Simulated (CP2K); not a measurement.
Dimethyl carbonate has these distinct O atoms: O2 (bonded to 2 C) and O4 (bonded to C).

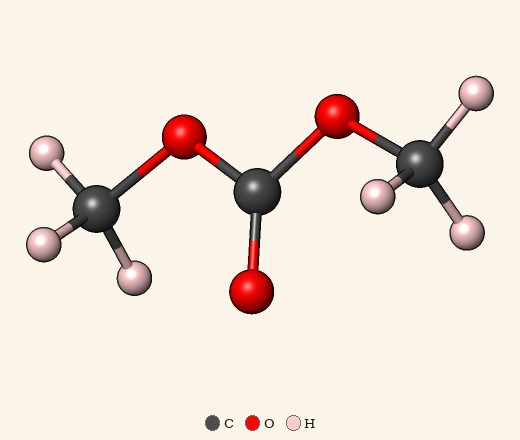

The molecule (carbon dark grey, oxygen red, hydrogen pink).

```xyz
12

C     2.3435    0.0789    0.1015
O     1.1165   -0.5846    0.4915
C    -0.0002    0.0001    0.0082
O    -0.0314    1.0171   -0.6614
O    -1.0646   -0.7442    0.4005
C    -2.3395   -0.2030   -0.0240
H     2.3666    1.1043    0.4902
H     3.1434   -0.5230    0.5418
H     2.4318    0.1036   -0.9918
H    -3.0883   -0.8890    0.3823
H    -2.3979   -0.1677   -1.1188
H    -2.4797    0.8074    0.3799
```

Their partial O K spectra (CP2K XAS_TDP, all-electron GAPW, PBEh(45%), aug-cc-pVDZ, TDA, GW2X-corrected core level, no relativity) are given in random order, each times the number of alike atoms.

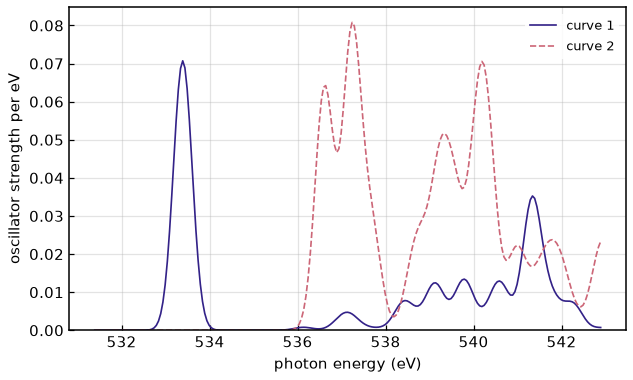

Gaussian full width 0.5 eV, oscillator strength per eV, alike atoms added, rows of zeros left out.

Q: Which curve belongs to which atom?

Curve 1: O4 (bonded to C), leading line at 533.39 eV (f = 0.038 an atom), ionisation energy 537.86 eV, term value 4.47 eV. Curve 2: O2 (bonded to 2 C), leading line at 536.61 eV (f = 0.017 an atom), ionisation energy 539.44 eV, term value 2.83 eV. The leading line of an atom is its first one with 35 % of the strongest within 2.5 eV of its lowest line over the strength cut. A line lies at the core ionisation energy, which rises as an atom loses charge to its neighbours or to a π system, less the term value, which is large for a low π* or σ* orbital with weight on that atom.

[Banner, clock and machine lines of the logs are left out without a mark of their own.]

[Logs are printed without paths, hosts, clocks, repeated set-up lines and the standing remarks that a program may print on its own settings, such as how far it seeks lower states.]

[Hosts, paths, dates, database ids (printed as entryN), source tags and the programs' standing remarks are cut or masked in the printed files.]
